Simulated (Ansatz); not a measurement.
# AlHSbSi$_{2}$ (charge +1): what the fields show

Input

```
crystal:
  periodic: [false, false, false]
  atoms:
    - {symbol: Al, position_ang: [-1.391497, 0.078018, 2.652022]}
    - {symbol: Sb, position_ang: [-4.492534, -0.182433, 0.005103]}
    - {symbol: Si, position_ang: [-2.224093, -1.002719, 0.605668]}
    - {symbol: Si, position_ang: [-3.635689, 0.900311, 2.072191]}
    - {symbol: H, position_ang: [-0.204317, 0.177759, 3.665302]}
basis:
  gaussian:
    orbitals: def2-TZVPD
total_charge: 1
hamiltonian:
  xc: {name: PBE0}
output:
  forces: true
  orbitals: {seedname: orbitals}
```

Command:

```sh
ansatz run input.yaml --threads 1 --pin off --max-ram 2610MiB --events-out events.jsonl --progress --plain --runs-dir runs
```

Geometry: B3LYP-D3(BJ)/def2-SVP; core potentials replace the inner electrons of Sb.

Theory: isolated molecule in a Gaussian basis; Kohn-Sham density functional theory, functional PBE0 in Ansatz 0.2.0.

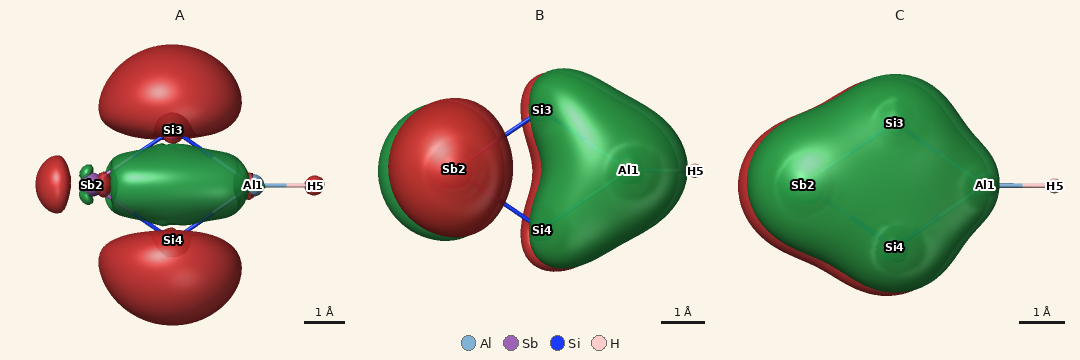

Figure 1. Three frontier orbitals at ±0.06 Å⁻³ᐟ² (green and red are the two phases), in no order.

> Order the three orbitals by energy and name them.

C is the HOMO−1 (−11.78 eV). By Hirshfeld shares it lies mainly on Sb2 (about 40 %), Si3 (about 25 %), Si4 (about 25 %) and Al1 (about 10 %); it changes sign across the molecular plane (π type); π-bonding across Al1–Si3, Al1–Si4, Sb2–Si3 and Sb2–Si4. A is the HOMO (−11.39 eV). Its weight (Hirshfeld) is mainly on Si4 (about 40 %), Si3 (about 40 %), Sb2 (about 10 %) and Al1 (about 5 %); it is symmetric in the molecular plane (an in-plane orbital: σ, lone-pair or in-plane π type). B is the LUMO (−8.06 eV). Its weight (Hirshfeld) is mainly on Sb2 (about 45 %), Al1 (about 30 %), Si3 (about 15 %) and Si4 (about 15 %); it changes sign across the molecular plane (π type); π-bonding across Al1–Si3 and Al1–Si4; π-antibonding (a node) across Sb2–Si3 and Sb2–Si4.

> What is the HOMO–LUMO gap?

3.33 eV between the orbital energies.

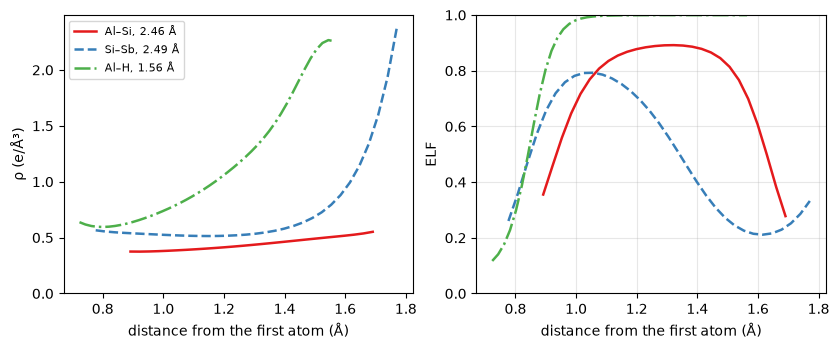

Figure 2. Electron density and ELF along straight lines between neighbouring atoms. The curves leave out the atomic cores.

> What can be read from the curves?

Al–Si (2.46 Å): ρ is about 0.42 e/Å³ halfway, with its minimum of 0.37 e/Å³ about 0.9 Å from Al; the ELF peaks at about 0.90 between the atoms (a shared electron pair).
Si–Sb (2.49 Å): the density is about 0.52 e/Å³ at the midpoint; the ELF peaks at about 0.80 in the valence shell of Si, 1.1 Å from its nucleus, and drops to about 0.20 between the two atoms.
Al–H (1.56 Å): ρ at the midpoint is about 0.6 e/Å³; the ELF climbs to about 1 towards the hydrogen.

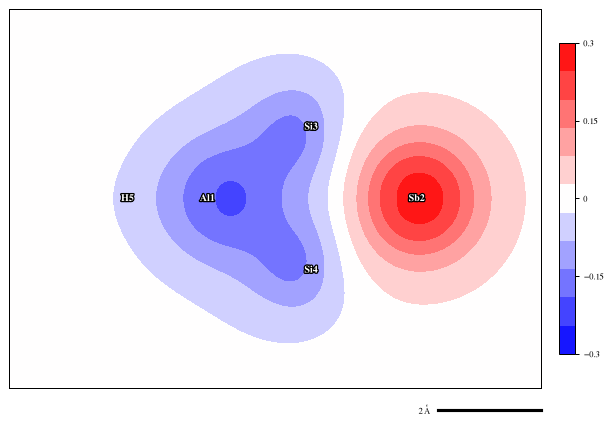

Figure 3. The LUMO on a plane 0.8 Å above the molecular plane (values in Å⁻³ᐟ²; the overall sign is arbitrary).

> Describe this orbital and give its energy.

Its weight (Hirshfeld) is mainly on Sb2 (about 45 %), Al1 (about 30 %), Si3 (about 15 %) and Si4 (about 15 %); it changes sign across the molecular plane (π type); π-bonding across Al1–Si3 and Al1–Si4; π-antibonding (a node) across Sb2–Si3 and Sb2–Si4. Its energy is −8.06 eV.
